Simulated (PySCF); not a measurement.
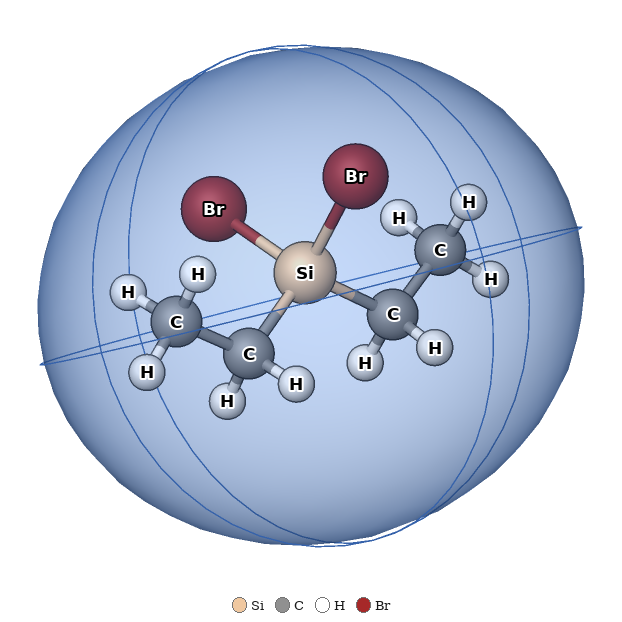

The ellipsoid shows the static dipole polarisability: its half-axes are proportional to the principal values. Computed geometry: PBE0-D3(BJ)/def2-SVP optimisation. No frequency run is at hand to confirm it as a minimum. Computed with B3LYP/def2-SVPD (PySCF 2.14.0).

Question: Give the principal values, the mean and the anisotropy.

Answer: Principal values 110.0, 119.6, 123.7 bohr³; mean 117.8 bohr³ (17.45 Å³); anisotropy 12.1 bohr³, so the longest axis is 1.12 times the shortest.
